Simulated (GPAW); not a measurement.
# Dielectric function and optical constants of Cu3Te

Aim: the dielectric function of Cu3Te, and the optical constants that follow from it.

Calculated with GPAW 26.7.0; DFT, RPBE, plane-wave PAW (GPAW data sets), scalar-relativistic, RPA, optical limit.

### Step 1. Starting point

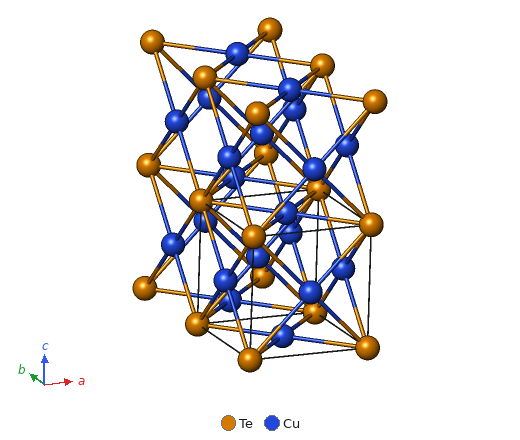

Start, viewed slightly off an axis; tellurium orange, copper blue. 1×2×2 cells are drawn. Some periodic images of atoms are drawn too.

### Step 2. Ground state

First the ground state: is it a metal or has it a gap?

This step: DFT, RPBE, plane-wave PAW (GPAW data sets), scalar-relativistic, ground state (GPAW 26.7.0).

File gs.py:

```python
from ase import Atoms
from ase.dft.bandgap import bandgap
from gpaw import GPAW, PW, FermiDirac

atoms = Atoms(['Te', 'Cu', 'Cu', 'Cu'],
              cell=[[3.946662000000, 0.000000000000, 0.000000000000],
                    [0.000000000000, 3.946662000000, 0.000000000000],
                    [0.000000000000, 0.000000000000, 3.946662000000]],
              scaled_positions=[[0.000000000000, 0.000000000000, 0.000000000000],
                                [0.500000000000, 0.500000000000, 0.000000000000],
                                [0.500000000000, 0.000000000000, 0.500000000000],
                                [0.000000000000, 0.500000000000, 0.500000000000]],
              pbc=[True, True, True])
atoms.calc = GPAW(mode=PW(400), xc='RPBE', kpts={'size': (6, 6, 6), 'gamma': True},
                  occupations=FermiDirac(0.05), maxiter=150, txt='gs.txt')
print('energy (eV)', atoms.get_potential_energy())
print('Fermi level (eV)', atoms.calc.get_fermi_level())
print('valence electrons', atoms.calc.get_number_of_electrons())
print('gap (eV)', bandgap(atoms.calc, output=None)[0])
print('direct gap (eV)', bandgap(atoms.calc, direct=True, output=None)[0])
atoms.calc.write('gs.gpw')
```

Command:

```bash
$ OMP_NUM_THREADS=1 python gs.py
```

Numbers of over 12 decimals in the logs are rounded to 6 here.

The program printed:

```text
__  _  _
 | _ |_)|_||  |
 |__||  | ||/\| - 26.7.0

Versions:
  Python: 3.12.14
  ASE:    3.29.0
  Numpy:  2.5.5
  Scipy:  1.18.1
  Libxc:  7.0.0

Input parameters:
  mode=PW(ecut=400.0),
  kpts=MonkhorstPack(size=(6, 6, 6), gamma=True),
  maxiter=150,
  occupations=Occupations(name='fermi-dirac', width=0.05, fixmagmom=False),
  xc=XC(name='RPBE')

Diagonalizing LCAO Hamiltonian
Converting LCAO to pw mode
   .---------.
  /|         |
 * |         |
 | |         |
 |Cu         |
 | .--Cu-----.
 |/    Cu   /
 Te--------*

Atoms  # Å, Bohr magnetons
|   | symbol |        x |        y |        z |    initial magnetic moments |
| 0 |     Te | 0.000000 | 0.000000 | 0.000000 | ( 0.0000,  0.0000,  0.0000) |
| 1 |     Cu | 1.973331 | 1.973331 | 0.000000 | ( 0.0000,  0.0000,  0.0000) |
| 2 |     Cu | 1.973331 | 0.000000 | 1.973331 | ( 0.0000,  0.0000,  0.0000) |
| 3 |     Cu | 0.000000 | 1.973331 | 1.973331 | ( 0.0000,  0.0000,  0.0000) |

Unit cell  # Å
| periodic |        x |        y |        z |  lengths |    angles |
|      yes | 3.946662 | 0.000000 | 0.000000 | 3.946662 | 90.000000 |
|      yes | 0.000000 | 3.946662 | 0.000000 | 3.946662 | 90.000000 |
|      yes | 0.000000 | 0.000000 | 3.946662 | 3.946662 | 90.000000 |

Number of symmetries: 48
Symmetry operations  # r_c * U_cc + t_c -> r_c
|    | kind |            matrix            |
|  0 |  E   |  1, 0, 0,  0, 1, 0,  0, 0, 1 |
|  1 |  σ   |  1, 0, 0,  0, 1, 0,  0, 0,-1 |
|  2 |  σ   |  1, 0, 0,  0, 0, 1,  0, 1, 0 |
|  3 |  C4  |  1, 0, 0,  0, 0, 1,  0,-1, 0 |
|  4 |  C4  |  1, 0, 0,  0, 0,-1,  0, 1, 0 |
|  5 |  σ   |  1, 0, 0,  0, 0,-1,  0,-1, 0 |
|  6 |  σ   |  1, 0, 0,  0,-1, 0,  0, 0, 1 |
|  7 |  C2  |  1, 0, 0,  0,-1, 0,  0, 0,-1 |
|  8 |  σ   |  0, 1, 0,  1, 0, 0,  0, 0, 1 |
|  9 |  C2  |  0, 1, 0,  1, 0, 0,  0, 0,-1 |
| 10 |  C3  |  0, 1, 0,  0, 0, 1,  1, 0, 0 |
| 11 |  S6  |  0, 1, 0,  0, 0, 1, -1, 0, 0 |
| 12 |  S6  |  0, 1, 0,  0, 0,-1,  1, 0, 0 |
| 13 |  C3  |  0, 1, 0,  0, 0,-1, -1, 0, 0 |
| 14 |  C4  |  0, 1, 0, -1, 0, 0,  0, 0, 1 |
| 15 |  S4  |  0, 1, 0, -1, 0, 0,  0, 0,-1 |
| 16 |  C3  |  0, 0, 1,  1, 0, 0,  0, 1, 0 |
| 17 |  S6  |  0, 0, 1,  1, 0, 0,  0,-1, 0 |
| 18 |  σ   |  0, 0, 1,  0, 1, 0,  1, 0, 0 |
| 19 |  C4  |  0, 0, 1,  0, 1, 0, -1, 0, 0 |
| 20 |  C2  |  0, 0, 1,  0,-1, 0,  1, 0, 0 |
| 21 |  S4  |  0, 0, 1,  0,-1, 0, -1, 0, 0 |
| 22 |  S6  |  0, 0, 1, -1, 0, 0,  0, 1, 0 |
| 23 |  C3  |  0, 0, 1, -1, 0, 0,  0,-1, 0 |
| 24 |  S6  |  0, 0,-1,  1, 0, 0,  0, 1, 0 |
| 25 |  C3  |  0, 0,-1,  1, 0, 0,  0,-1, 0 |
| 26 |  C4  |  0, 0,-1,  0, 1, 0,  1, 0, 0 |
| 27 |  σ   |  0, 0,-1,  0, 1, 0, -1, 0, 0 |
| 28 |  S4  |  0, 0,-1,  0,-1, 0,  1, 0, 0 |
| 29 |  C2  |  0, 0,-1,  0,-1, 0, -1, 0, 0 |
| 30 |  C3  |  0, 0,-1, -1, 0, 0,  0, 1, 0 |
| 31 |  S6  |  0, 0,-1, -1, 0, 0,  0,-1, 0 |
| 32 |  C4  |  0,-1, 0,  1, 0, 0,  0, 0, 1 |
| 33 |  S4  |  0,-1, 0,  1, 0, 0,  0, 0,-1 |
| 34 |  S6  |  0,-1, 0,  0, 0, 1,  1, 0, 0 |
| 35 |  C3  |  0,-1, 0,  0, 0, 1, -1, 0, 0 |
| 36 |  C3  |  0,-1, 0,  0, 0,-1,  1, 0, 0 |
| 37 |  S6  |  0,-1, 0,  0, 0,-1, -1, 0, 0 |
| 38 |  σ   |  0,-1, 0, -1, 0, 0,  0, 0, 1 |
| 39 |  C2  |  0,-1, 0, -1, 0, 0,  0, 0,-1 |
| 40 |  σ   | -1, 0, 0,  0, 1, 0,  0, 0, 1 |
| 41 |  C2  | -1, 0, 0,  0, 1, 0,  0, 0,-1 |
| 42 |  C2  | -1, 0, 0,  0, 0, 1,  0, 1, 0 |
| 43 |  S4  | -1, 0, 0,  0, 0, 1,  0,-1, 0 |
| 44 |  S4  | -1, 0, 0,  0, 0,-1,  0, 1, 0 |
| 45 |  C2  | -1, 0, 0,  0, 0,-1,  0,-1, 0 |
| 46 |  C2  | -1, 0, 0,  0,-1, 0,  0, 0, 1 |
| 47 |  i   | -1, 0, 0,  0,-1, 0,  0, 0,-1 |

BZ-sampling:
  Number of BZ points: 216
  Number of IBZ points: 20

  Monkhorst-Pack size: [6, 6, 6]
  Monkhorst-Pack shift: [0.083333, 0.083333, 0.083333]

K-points  # in reciprocal-cell coordinates
|     |                                coordinates |     weight |
|   0 | (  0.00000000,   0.00000000,   0.00000000) | 0.00462963 |
|   1 | (  0.16666667,   0.00000000,   0.00000000) | 0.02777778 |
|   2 | (  0.16666667,   0.16666667,   0.00000000) | 0.05555556 |
|   3 | (  0.16666667,   0.16666667,   0.16666667) | 0.03703704 |
|   4 | (  0.33333333,   0.00000000,   0.00000000) | 0.02777778 |
|   5 | (  0.33333333,   0.16666667,   0.00000000) | 0.11111111 |
|   6 | (  0.33333333,   0.16666667,   0.16666667) | 0.11111111 |
|   7 | (  0.33333333,   0.33333333,   0.00000000) | 0.05555556 |
|   8 | (  0.33333333,   0.33333333,   0.16666667) | 0.11111111 |
|   9 | (  0.33333333,   0.33333333,   0.33333333) | 0.03703704 |
| ... |                                            |            |
|  19 | (  0.50000000,   0.50000000,   0.50000000) | 0.00462963 |

Plane wave coefficients: 1141
Cutoff: 400.0 eV

Spin-components: 1 (collinear spins)
Bands:           28
Projectors:      23
Spin-degeneracy: 2
Datatype:        complex128

Parallelization:
  kpt:    1
  domain: 1
  band:   1

Density:
  Valence electrons: 39.0
  Components: 1
  Grid points: [20 20 20]
  Charge: 0.0  # |e|

Potential:
  Grid points: [20 20 20]

species:
  Te:
    name:    Tellurium
    id:
    Z:       52.0
    valence: 6
    core:    46
    charge:  0.0  # [|e|]
    compensation charges:
      type: gauss
      rc: 0.36  # [Å]
      lmax: 2
    cutoffs:
      filter: 2.09  # [Å]
      core: 3.17  # [Å]
    projectors
    | kind |    occ | energy [eV] | rcut [Å] |
    |   5s |  2.000 |     -15.026 |    1.180 |
    |   5p |  4.000 |      -5.917 |    1.196 |
    |    s |        |      12.185 |    1.180 |
    |    p |        |      21.294 |    1.196 |
    |    d |        |       0.000 |    1.238 |

    Using partial waves for Te as LCAO basis

  Cu:
    name:    Copper
    id:
    Z:       29.0
    valence: 11
    core:    18
    charge:  0.0  # [|e|]
    compensation charges:
      type: gauss
      rc: 0.33  # [Å]
      lmax: 2
    cutoffs:
      filter: 2.06  # [Å]
      core: 2.43  # [Å]
    projectors
    | kind |    occ | energy [eV] | rcut [Å] |
    |   4s |  1.000 |      -4.495 |    1.164 |
    |   4p |  0.000 |      -0.718 |    1.164 |
    |   3d | 10.000 |      -4.953 |    1.058 |
    |    s |        |      22.716 |    1.164 |
    |    p |        |      26.494 |    1.164 |
    |    d |        |      22.259 |    1.058 |

    Using partial waves for Cu as LCAO basis

Reference energy: -319881.284443  # eV

eigensolver:
  PPCG
  Converge bands: occupied
  niter=2

density mixing:
  MSR1-Mixer
  Pratt-step length: 0.05
  Maximum mixing coefficient: 0.75
  Old densities: 10
  SVD Regularization: 0.005
  Good broyden scale: 1.0
  Trust region scale: 1.0
  Backstep threshold: 4.0
  History deletion threshold: 6.0
  Fourier metric: weight=20.0, sigma=0.015

occupation numbers:
  Fermi-Dirac:
    width: 0.0500  # eV

poisson solver:
  ecut: 3200.0  # eV

xc functional:
  name: RPBE with 2 nearest neighbor stencil

convergence criteria:
- Maximum [total energy] change in last 3 cyles: 0.0005 eV / valence electron
- Maximum integral of absolute [dens]ity change: 0.0001 electrons / valence electron
- Maximum integral of absolute [eigenst]ate change: 4e-08 eV^2 / valence electron
maximum number of iterations: 150

SCF iterations
|iter     |      energy | eigst |  dens |
|iter:   1||  -13.456719 | +0.26 |       |
|iter:   2||  -12.562436 | -1.77 | -1.00 |
|iter:   3||  -11.499452 | -1.35 | -1.12 |
|iter:   4||  -11.469097 | -3.21 | -1.66 |
|iter:   5||  -11.451672 | -3.54 | -1.87 |
|iter:   6||  -11.450456c| -4.92 | -2.57 |
|iter:   7||  -11.450353c| -5.64 | -3.10 |
|iter:   8||  -11.450355c| -7.09 | -3.80 |
|iter:   9||  -11.450356c| -7.89c| -4.29c|

Converged in 9 steps
SCF loop duration: 6.099 s (0.678 s/step)
Energy contributions relative to reference atoms: (reference = -319881.284443)

Energy contributions:
  Kinetic:         -21.246456
  Coulomb:          16.373233
  Zero:              0.822652
  External:          0.000000
  Xc:               -7.396293
  Entropy:          -0.006984
  Spinorbit:         0.000000
  ----------------------------
  Free energy:     -11.453848
  Extrapolated:    -11.450356

dipole moment: (-25.259134, -25.259134, -25.259134)  # |e|*Ang

Fermi level: 9.172
Eigenvalues  # (at kpt = [0.000, 0.000, 0.000])
| band index |      eig [eV] | occ [0-2] |
|          0 |        -4.806 |     2.000 |
|        ... |               |           |
|         12 |         6.208 |     2.000 |
|         13 |         6.624 |     2.000 |
|         14 |         6.624 |     2.000 |
|         15 |         6.834 |     2.000 |
|         16 |         6.990 |     2.000 |
|         17 |         6.990 |     2.000 |
|         18 |         6.990 |     2.000 |
|         19 |         7.982 |     2.000 |
|         20 |        11.842 |     0.000 |
|         21 |        11.842 |     0.000 |
|         22 |        15.231 |     0.000 |
|         23 |        15.231 |     0.000 |
|         24 |        15.231 |     0.000 |
|         25 |        19.980 |     0.000 |
|         26 |        19.980 |     0.000 |
|         27 |        19.980 |     0.000 |

No gap
No difference between direct/indirect transitions

--- standard output ---
energy (eV) -11.450356
Fermi level (eV) 9.172177
valence electrons 39.0
gap (eV) 0.0
direct gap (eV) 0.0
```

Elapsed: 8.3 s, on 1 thread of Intel Xeon Platinum 8488C (Sapphire Rapids), shared host; peak memory 0.15 GiB.

Read-outs, printed or worked out from the files:

```
energy       : -11.45 eV
Fermi energy : 9.172 eV
electrons    : 39
```

There are states at the Fermi level within the smearing, so the occupations stay smeared and the carriers get a Drude term.

### Step 3. Bands for the response

The response needs many more empty bands than the density does.

This step: DFT, RPBE, plane-wave PAW (GPAW data sets), scalar-relativistic, bands at fixed density (GPAW 26.7.0).

File nscf.py:

```python
from ase.dft.bandgap import bandgap
from gpaw import GPAW, FermiDirac

calc = GPAW('gs.gpw').fixed_density(kpts={'size': (8, 8, 8), 'gamma': True}, nbands=57, convergence={'bands': 51},
                                    occupations=FermiDirac(0.05), txt='nscf.txt')
print('gap (eV)', bandgap(calc, output=None)[0])
print('direct gap (eV)', bandgap(calc, direct=True, output=None)[0])
print('top band over the Fermi level (eV)', min(calc.get_eigenvalues(kpt=k)[50] for k in range(len(calc.get_ibz_k_points()))) - calc.get_fermi_level())
calc.write('full.gpw', mode='all')
```

Command:

```bash
$ OMP_NUM_THREADS=1 python nscf.py
```

The program printed:

```text
Diagonalizing LCAO Hamiltonian
Converting LCAO to pw mode
convergence criteria:
- Maximum integral of absolute [eigenst]ate change: 4e-08 eV^2 / valence electron
maximum number of iterations: 150

SCF iterations
|iter     |      energy | eigst |  dens |
|iter:   1||             | +3.09 |       |
|iter:   2||             | +1.84 |       |
|iter:   3||             | +0.69 |       |
|iter:   4||             | -0.52 |       |
|iter:   5||             | -1.36 |       |
|iter:   6||             | -2.24 |       |
|iter:   7||             | -2.93 |       |
|iter:   8||             | -3.76 |       |
|iter:   9||             | -4.41 |       |
|iter:  10||             | -5.09 |       |
|iter:  11||             | -5.60 |       |
|iter:  12||             | -6.10 |       |
|iter:  13||             | -6.57 |       |
|iter:  14||             | -7.02 |       |
|iter:  15||             | -7.46c|       |
SCF steps: 15
  __  _  _
 | _ |_)|_||  |
 |__||  | ||/\| - 26.7.0

Versions:
  Python: 3.12.14
  ASE:    3.29.0
  Numpy:  2.5.5
  Scipy:  1.18.1
  Libxc:  7.0.0

Input parameters:
  mode=PW(ecut=400.0),
  convergence={'bands': 51},
  gpts=array([20, 20, 20]),
  kpts=MonkhorstPack(size=(8, 8, 8), gamma=True),
  maxiter=150,
  nbands=57,
  occupations=Occupations(name='fermi-dirac', width=0.05, fixmagmom=False),
  parallel={},
  xc=XC(name='RPBE')

--- standard output ---
gap (eV) 0.0
direct gap (eV) 0.0
top band over the Fermi level (eV) 27.504924
```

It took 30 s on 1 thread; peak memory 0.19 GiB.

(Continued in part 2 of 2.)

[Machine, clock and banner lines and Python warnings are left out of the logs.]

[Logs are printed without paths, hosts, clocks, repeated set-up lines and the standing remarks that a program may print on its own settings, such as how far it seeks lower states.]

[Hosts, paths, dates, database ids (printed as entryN), source tags and the programs' standing remarks are cut or masked in the printed files.]
